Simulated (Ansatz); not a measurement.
## Electronic structure of Cl2GaH2N in real space

| atom | x (Å) | y (Å) | z (Å) |
| --- | --- | --- | --- |
| Ga | 0.0000 | 0.0000 | 0.0517 |
| N | 0.0000 | 0.0000 | 1.8437 |
| H | -0.8298 | -0.0447 | 2.4010 |
| H | 0.8298 | 0.0447 | 2.4010 |
| Cl | 1.8395 | 0.0989 | -1.0437 |
| Cl | -1.8395 | -0.0989 | -1.0437 |

Level of theory: RHF/def2-SVP (Ansatz).

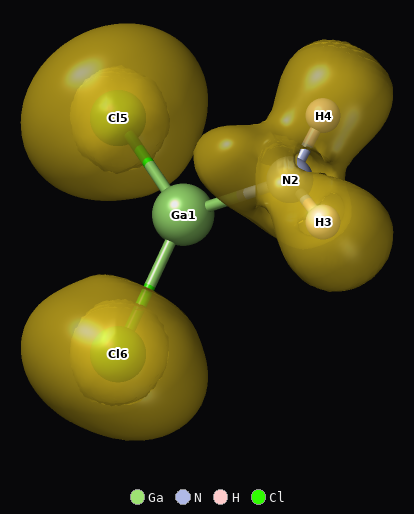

Figure 1. Isosurface of the electron localisation function at 0.75 (yellow), seen at a tilt. Core shells and regions of very low density are left out.

Where are the electrons localised?

Answer. The ELF exceeds this value in two regions wrapped around Cl (the valence shell of each) and one joined region spread over several atoms (H, N), in which their bonds and any lone pairs are merged. Along the contacts the grid gives the following. Ga–N (1.79 Å): the ELF peaks at about 0.85 in the valence shell of N, 0.7 Å from its nucleus, and is about 0.25 at the midpoint. Ga–Cl (2.14 Å): the ELF peaks at about 0.85 in the valence shell of Cl, 0.8 Å from its nucleus, and is about 0.60 at the midpoint.

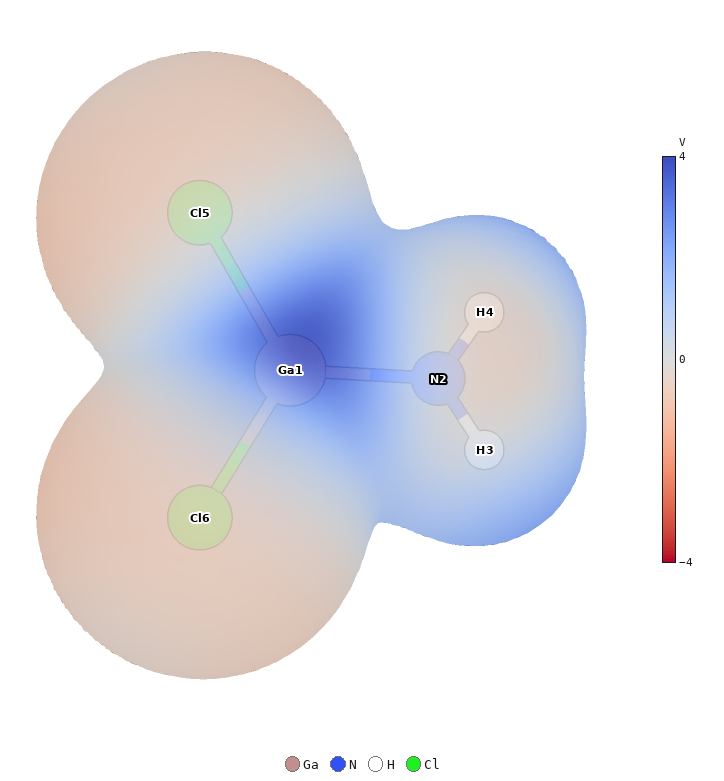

Figure 2. The molecular electrostatic potential painted on the density surface at 0.002 e/bohr³, seen at a tilt; red is negative and blue positive.

Describe the electrostatic potential map.

Answer. The most negative region (about −0.8 V, or −18 kcal/mol for a unit charge) lies over Cl5 and Cl6, the most positive (about +3.7 V, or +85 kcal/mol for a unit charge) over Ga1.

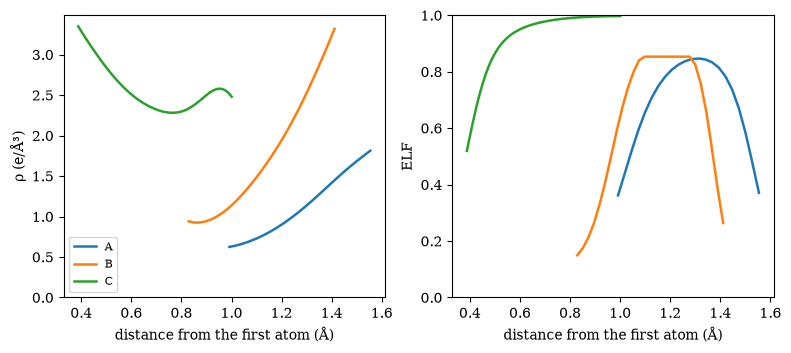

Figure 3. Electron density and ELF along straight lines between neighbouring atoms. The curves leave out the atomic cores.

Which curve belongs to which contact (Ga–Cl, Ga–N and N–H)? The first atom named is at distance zero.

Answer. Curve A: Ga–Cl (2.14 Å): the density is about 0.69 e/Å³ at the midpoint; the ELF peaks at about 0.85 in the valence shell of Cl, 0.8 Å from its nucleus, and is about 0.60 at the midpoint. Curve B: Ga–N (1.79 Å): the density is about 0.94 e/Å³ at the midpoint; the ELF peaks at about 0.85 in the valence shell of N, 0.7 Å from its nucleus, and is about 0.25 at the midpoint. Curve C: N–H (1.00 Å): ρ at the midpoint is about 2.8 e/Å³; the ELF climbs to about 1 towards the hydrogen, as it does in any bond to H; an ordinary covalent bond to hydrogen.
